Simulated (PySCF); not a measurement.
C₃H₁₂O₄Si₂, SMILES C[Si](O)(C[Si](O)(O)C)O at its GFN2-xTB optimised geometry (Å):

```
21

Si    -0.3961    -0.9283     0.0000
C     -1.1184    -1.7470    -1.5570
O     -0.7860     0.6781     0.0000
O      1.2317    -0.9283     0.0000
C     -0.9302    -1.7754     1.6019
Si    -0.3915    -0.7654     3.1167
C      1.4497    -1.0425     3.4968
O     -0.6999     0.8311     2.9059
O     -1.3528    -1.2312     4.3505
H     -0.8646    -1.1813    -2.4491
H     -0.7302    -2.7511    -1.6860
H     -2.2003    -1.8212    -1.5150
H     -1.7050     0.9283    -0.0192
H      1.7050    -0.3610    -0.6035
H     -0.5071    -2.7733     1.6520
H     -2.0105    -1.9012     1.6149
H      2.0392    -0.9999     2.5874
H      1.6184    -2.0133     3.9508
H      1.8350    -0.2895     4.1788
H     -0.4390     1.2119     2.0687
H     -1.4438    -0.6527     5.1024
```

Calculation: PBE0/def2-SVP in PySCF.

Map of the Laplacian of the electron density (e/bohr⁵) on the plane z = 1.2 Å:

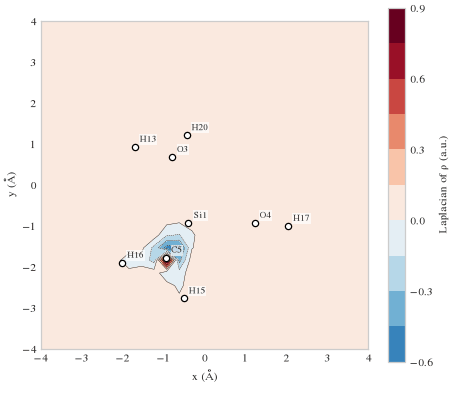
Laplacian of the electron density (e/bohr⁵) on the plane z = 1.2 Å.
